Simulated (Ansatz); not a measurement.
Al4As4H14 (Al4As4 wurtzite atom sphere)

```xyz
22

Al   -2.1142   -1.2144   -1.4237
As   -1.9089   -1.1036    1.1437
Al    2.1055   -1.2252   -1.4283
As   -0.0018   -0.0047   -1.9684
As    1.9151   -1.1003    1.1395
Al    0.0036    0.0053    2.2883
Al    0.0034    2.4320   -1.4345
As   -0.0011    2.2109    1.1339
H    -2.0139   -2.7715   -1.7420
H    -3.4049   -0.3346   -1.7334
H    -2.0014   -2.4715    1.7745
H    -3.1420   -0.5096    1.7796
H     1.9911   -2.7837   -1.7354
H     3.4010   -0.3577   -1.7520
H    -0.0030   -0.0079   -3.4822
H     2.0149   -2.4658    1.7744
H     3.1495   -0.5005    1.7673
H     0.0052    0.0088    3.8750
H    -1.3969    3.1194   -1.7546
H     1.4089    3.1116   -1.7487
H    -1.1397    2.9773    1.7613
H     1.1296    2.9856    1.7655
```

Geometry: r2SCAN-D4/def2-SVP.

The calculation used RKS PBE0-D4/def2-TZVP in Ansatz 0.2.0.

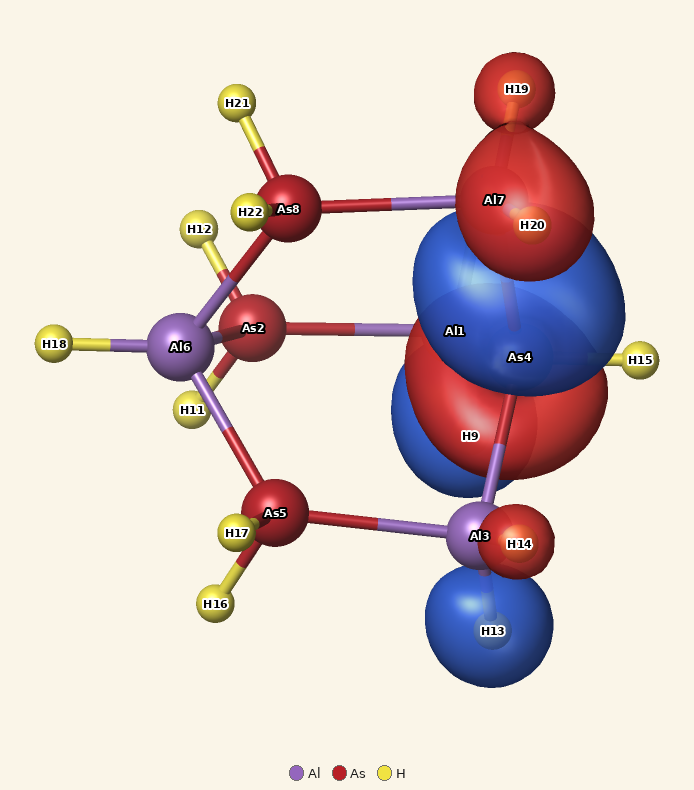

Figure 1. The HOMO at ±0.1 Å⁻³ᐟ² (red and blue are the two phases), seen across its widest extent.

Describe this orbital and give its energy.

Its weight (Hirshfeld) is mainly on As4 (about 35 %), Al7 (about 15 %), Al1 (about 10 %) and Al3 (about 10 %). It is one of a degenerate set, so its orientation is arbitrary. Its energy is −7.36 eV.

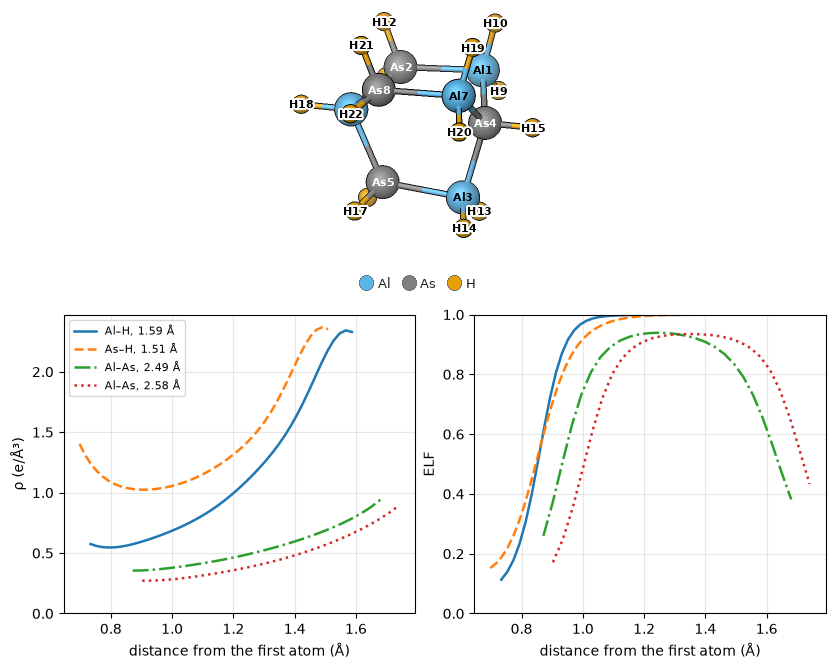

Figure 2. Electron density and electron localisation function along straight lines between neighbouring atoms. The curves leave out the atomic cores. The structure is drawn too.

What can be read from the curves?

Al–H (1.59 Å): ρ at the midpoint is about 0.55 e/Å³; the ELF climbs to about 1 towards the hydrogen.
As–H (1.51 Å): ρ is about 1.2 e/Å³ halfway; the ELF climbs to about 1 towards the hydrogen.
Al–As (2.49 Å): ρ is about 0.49 e/Å³ halfway; the ELF peaks at about 0.95 between the atoms (localised, covalent bonding).
Al–As (2.58 Å): ρ at the midpoint is about 0.41 e/Å³; the ELF peaks at about 0.95 between the atoms, as expected for a shared electron pair.

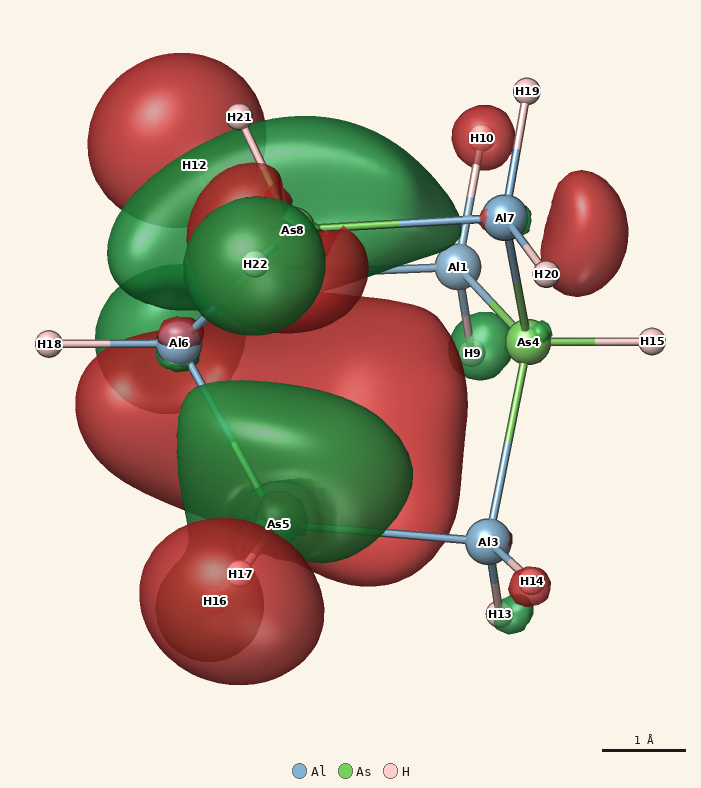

Figure 3. The LUMO at ±0.06 Å⁻³ᐟ² (green and red are the two phases), seen across its widest extent.

What is the character of this orbital?

Its weight (Hirshfeld) is mainly on As2 (about 20 %), As5 (about 15 %), Al6 (about 10 %) and As8 (about 10 %). It is one of a degenerate set, so its orientation is arbitrary. Its energy is −1.35 eV.
